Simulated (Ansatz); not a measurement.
# CH4ClFO3W: small, medium and large basis sets

How large a basis does CH4ClFO3W need? Two functionals are run in growing sets.

Method: one geometry, several basis sets; program: Ansatz 0.2.0, Gaussian basis.

Plan: PBE0-D4/def2-SVP; ωB97M-V/def2-SVP; PBE0-D4/def2-QZVPP; ωB97M-V/def2-QZVPP; the functionals' def2-TZVPP values are taken from earlier runs.

## 1. The geometry

An earlier PBE0-D4 in a triple-zeta def2 set relaxation fixed the geometry. W takes the def2 core potential; no spin-orbit term is included.

SMILES `C[O][W](=[O])([OH])([F])[Cl]`, 11 atoms, charge 0, spin multiplicity 1.

Atoms are counted from 1 here; the program's logs count them from 0.

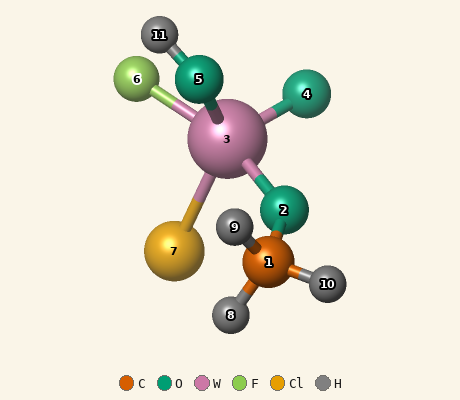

The geometry (carbon orange, oxygen teal, tungsten pink, fluorine green, chlorine amber, hydrogen grey); atoms are numbered from 1 in the order of the file.

## 2. PBE0-D4 in def2-SVP

File in.yaml:

```yaml
crystal:
  periodic: [false, false, false]
  atoms:
    - {symbol: C, position_ang: [0.358271, -1.837942, -0.211216]}
    - {symbol: O, position_ang: [-0.434826, -0.817768, 0.327521]}
    - {symbol: W, position_ang: [-0.407978, 1.015285, 0.506077]}
    - {symbol: O, position_ang: [-1.961689, 1.308977, 1.084755]}
    - {symbol: O, position_ang: [-0.326340, 1.047813, -1.397227]}
    - {symbol: F, position_ang: [0.223448, 2.779354, 0.321910]}
    - {symbol: Cl, position_ang: [1.105858, 0.841018, 2.236063]}
    - {symbol: H, position_ang: [1.273325, -1.940055, 0.380545]}
    - {symbol: H, position_ang: [0.617984, -1.590364, -1.244854]}
    - {symbol: H, position_ang: [-0.201764, -2.773359, -0.184048]}
    - {symbol: H, position_ang: [-0.180889, 1.910140, -1.798924]}
basis:
  gaussian: {orbitals: def2-SVP}
hamiltonian: {xc: pbe0, dispersion: d4}
output: {orbitals: {seedname: orbitals}}
```

Run with:

```console
$ ansatz run in.yaml --threads 4 --pin off --events-out ev --progress --plain --max-ram 11315MiB
```

The runs that follow: ωB97M-V in def2-SVP; PBE0-D4 in def2-QZVPP; ωB97M-V in def2-QZVPP.

Q: Predict the results of all the runs planned. Wanted: PBE0-D4: double and triple zeta above quadruple; ωB97M-V: double and triple zeta above quadruple.

As calculated:

```
                                       quantity           value
PBE0-D4: double and triple zeta above quadruple  18.04, 0.93 eV
ωB97M-V: double and triple zeta above quadruple  18.29, 0.88 eV
```

What this shows: PBE0-D4 gains 17.11 eV from double to triple zeta, then 0.93 eV more. Total energies overstate the basis error of differences, where much of it tends to cancel.
